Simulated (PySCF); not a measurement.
```xyz
22

C     3.9894    0.1290   -1.1246
C     2.7495   -0.0140   -0.3913
C     1.7318   -0.1356    0.2301
C     0.4777   -0.2598    0.9481
C    -0.1958    1.1132    1.1666
C    -1.3414    1.1091    0.1553
N    -1.7648   -0.2688    0.1436
Si   -3.3060   -0.8294   -0.3404
C    -0.5628   -1.0659    0.1291
H     3.8375   -0.1339   -2.1715
H     4.7514   -0.5264   -0.7031
H     4.3389    1.1598   -1.0666
H     0.6723   -0.7468    1.9079
H     0.4971    1.9378    1.0090
H    -0.5963    1.1769    2.1781
H    -2.1680    1.7603    0.4383
H    -0.9701    1.4228   -0.8327
H    -3.5115   -0.9331   -1.7967
H    -3.4396   -2.1608    0.2513
H    -4.2523    0.1423    0.2067
H    -0.1863   -1.2083   -0.8950
H    -0.7610   -2.0497    0.5569
```

Geometry: GFN2-xTB.

Computed with PySCF 2.14.0, PBE0/pcSseg-1, SCF density, gas phase, non-relativistic.

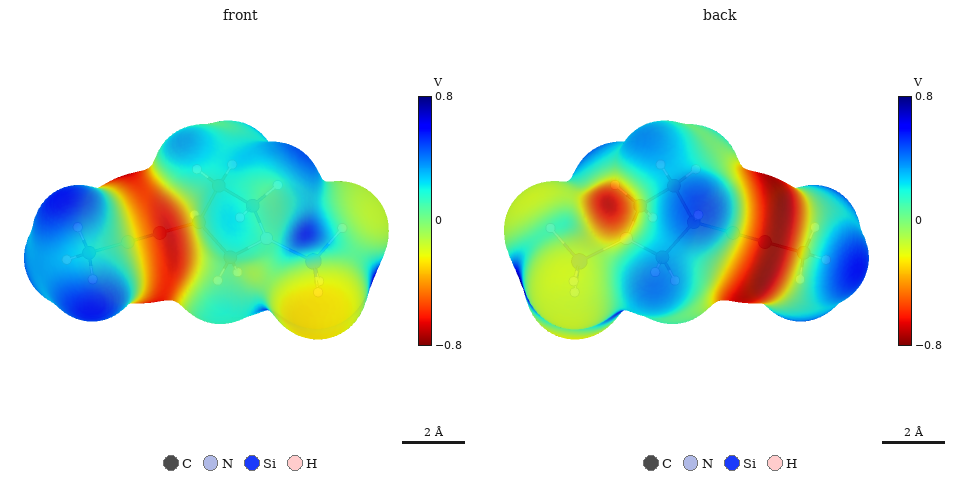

C$_{7}$H$_{13}$NSi. The molecular electrostatic potential painted on the density surface at 0.001 e/bohr³, seen from the front and from behind; the colour scale runs from red (negative) to blue (positive).

### Where is the surface potential most negative and most positive?

The most negative region (about −0.8 V) lies over C2 and C3, the most positive (about +0.7 V) over Si8.
